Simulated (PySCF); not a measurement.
Consider B4H7N3 (SMILES BN1BNBNB1).

The calculation's input:

```
{"job": {"kind": "uv", "xc": "B3LYP", "basis": "def2-SVPD", "ip": true, "dynamic": false}, "charge": 0, "multiplicity": 1}
B      2.193333     0.067366     0.829744
N      0.861669     0.025987     0.317013
B      0.201230    -1.249850     0.096171
N     -1.126638    -1.253397    -0.407536
B     -1.849347    -0.058279    -0.702936
N     -1.175116     1.179566    -0.477204
B      0.152043     1.259484     0.022153
H      2.727800     1.136139     1.011619
H      2.772009    -0.965504     1.073980
H      0.771619    -2.285476     0.337995
H     -1.581256    -2.145218    -0.555539
H     -2.981044    -0.093595    -1.124346
H     -1.663758     2.042158    -0.679217
H      0.680838     2.329715     0.199489
```

Command:

```sh
OMP_NUM_THREADS=1 python probes_run.py task.json out
```

Geometry: PBE0-D3(BJ)/def2-SVP.

The calculation used B3LYP/def2-SVPD, SCF density, gas phase in PySCF.

Question: Predict the electron density and electron localisation function between the atoms.

Answer: B–N (1.42 Å): ρ at the midpoint is about 1.9 e/Å³; the ELF peaks at about 0.95 between the atoms: a short, strongly polar bond.
N–H (1.01 Å): ρ is about 2.8 e/Å³ halfway; the ELF climbs to about 1 towards the hydrogen, as it does in any bond to H (a covalent bond by its length).
B–H (1.21 Å): ρ is about 1.2 e/Å³ halfway; the ELF climbs to about 1 towards the hydrogen (a covalent bond by its length).

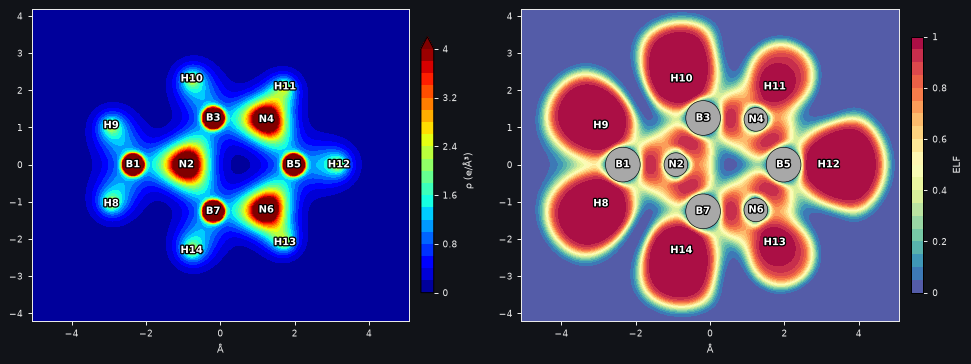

Computed electron density and electron localisation function on the molecular plane, in this order. Grey discs cover the atomic cores in the ELF map. 
